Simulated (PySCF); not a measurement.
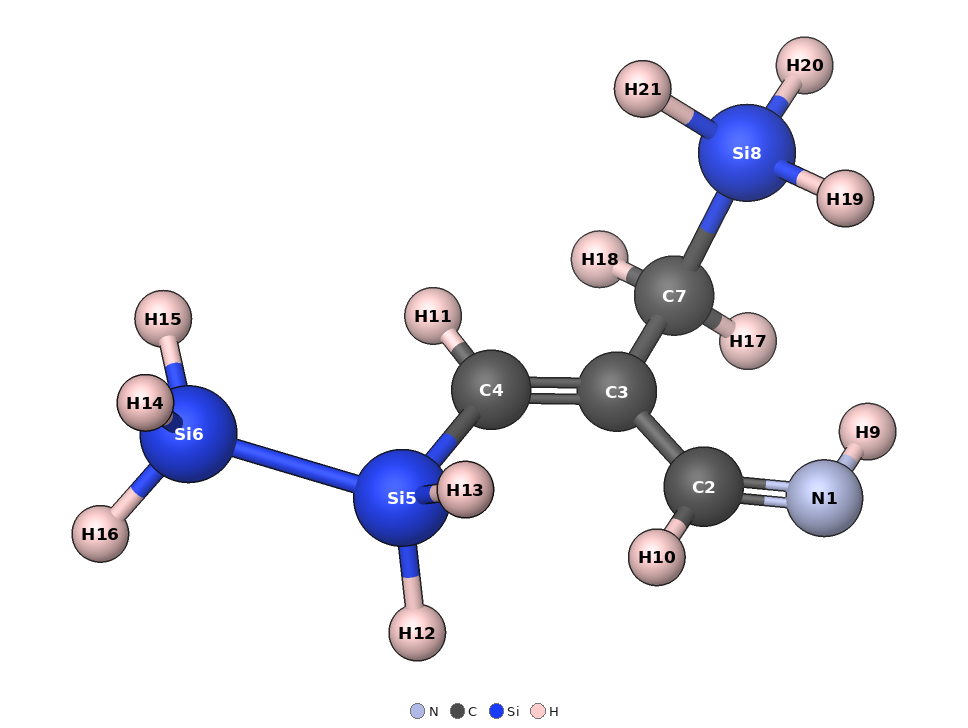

The geometry was computed by an optimisation with GFN2-xTB. No frequency run is at hand to confirm it as a minimum. Electric field gradients from the ground-state density, PBE0/pcSseg-1 (PySCF 2.14.0), non-relativistic apart from any core potentials.

Give the largest field-gradient component, the quadrupole coupling constant and the asymmetry for 14N at N1 (Q = 20.44 mb), 2H at H9 (Q = 2.86 mb), 2H at H10 (Q = 2.86 mb).

| atom | V_zz (a.u.) | e²qQ/h (MHz) | η |
| --- | --- | --- | --- |
| N1 | −1.037 | −4.98 | 0.43 |
| H9 | 0.383 | 0.258 | 0.03 |
| H10 | 0.308 | 0.207 | 0.07 |

The geometry is semi-empirical. Around Si such bond lengths and angles can be off by a tenth of an ångström or more and by several degrees, and values that hang on the shape move with them.
